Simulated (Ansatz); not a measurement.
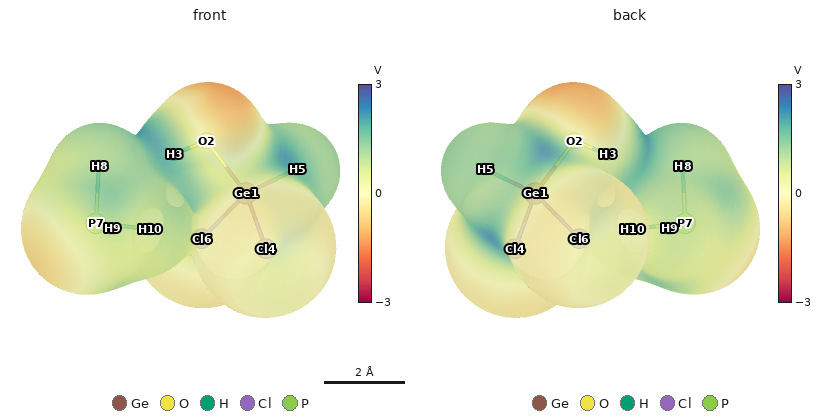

The picture shows: Cl2GeH2O···PH3. The molecular electrostatic potential painted on the density surface at 0.004 e/bohr³, seen from the front and from behind; the colour scale runs from red (negative) to blue (positive).

All numbers below come from RKS PBE-D4/def2-SVP in Ansatz 0.2.0.

The calculation's input:

```
crystal:
  periodic: [false, false, false]
  atoms:
    - { symbol: Ge, position_ang: [-0.072705, 0.264347, -0.155475] }
    - { symbol: O, position_ang: [-0.53559, -0.042206, 1.528962] }
    - { symbol: H, position_ang: [-0.467253, -0.990466, 1.7547] }
    - { symbol: Cl, position_ang: [2.06496, 0.371823, -0.51896] }
    - { symbol: H, position_ang: [-0.664261, 1.643158, -0.497327] }
    - { symbol: Cl, position_ang: [-0.911649, -1.24292, -1.477997] }
    - { symbol: P, position_ang: [1.832022, -2.339789, 1.186259] }
    - { symbol: H, position_ang: [1.220486, -3.310618, 2.066979] }
    - { symbol: H, position_ang: [0.739647, -2.41615, 0.255324] }
    - { symbol: H, position_ang: [1.292244, -1.238079, 1.914534] }
basis:
  gaussian: { orbitals: def2-SVP }
hamiltonian:
  xc: pbe
  dispersion: d4
relax:
  f_tol: 0.03
  max_steps: 50
output:
  orbitals: {}
```

Command:

```sh
ansatz run input.yaml --threads 4 --pin off --max-ram 5120MiB --backend cpu --events-out ev --progress --plain --runs-dir out
```

The fields are those of the relaxed geometry.

Q: Where is the surface potential most negative and most positive?

A: The most negative region (about −1.2 V) lies over O2, the most positive (about +2.2 V) over Ge1 and H3. O2 is the likeliest acceptor of a hydrogen bond.
